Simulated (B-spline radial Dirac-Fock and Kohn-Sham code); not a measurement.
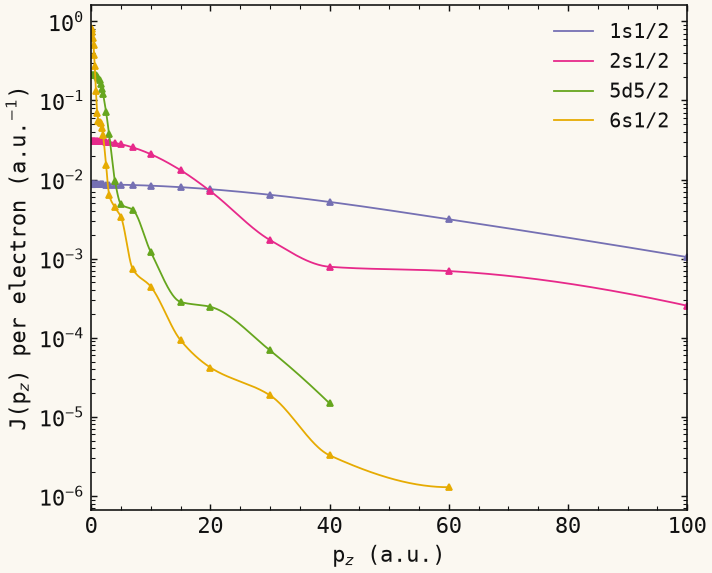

Compton profiles of the subshells 1s1/2, 2s1/2, 5d5/2 and 6s1/2, per electron. Species: Bi³⁺ in the configuration [Xe] 4f14 5d10 6s2, inside a Watson sphere of charge −3 and radius 2 Å that stands in for a crystal. Method: the impulse approximation on Dirac–Fock orbitals (average of configuration) (computed with a B-spline radial atomic code).

Which of them has the largest mean momentum?

1s1/2, ⟨p⟩ = 92.4 a.u.

Which of the subshells shown has the highest J(0), and what does that say?

6s1/2, J(0) = 0.824 a.u.⁻¹. J(0) is half the mean of 1/p, so of those shown it has the most weight at low momentum.
